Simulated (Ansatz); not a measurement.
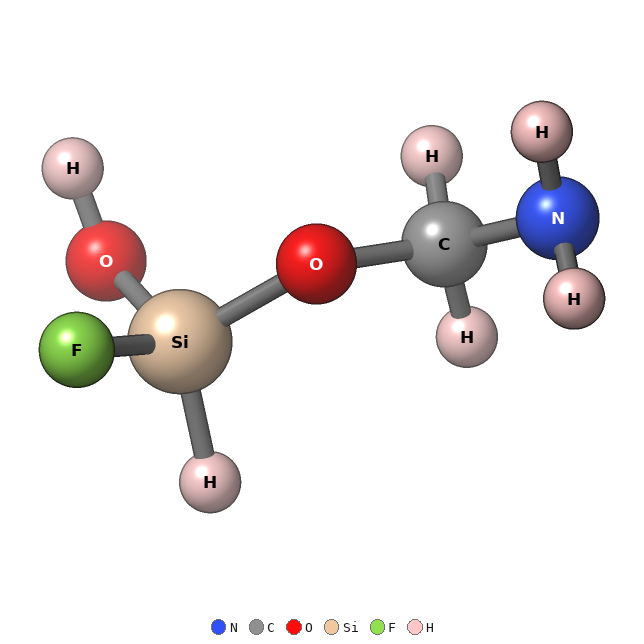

Orthographic view. Distant atoms are faded towards the background colour. The computed structure is the end point of a PBE0-D4/def2-TZVP optimisation. No frequency run is at hand to confirm it as a minimum.

Q: Write the InChI string.

A: InChI=1S/CH6FNO2Si/c2-6(4)5-1-3/h4,6H,1,3H2/t6-/m0/s1
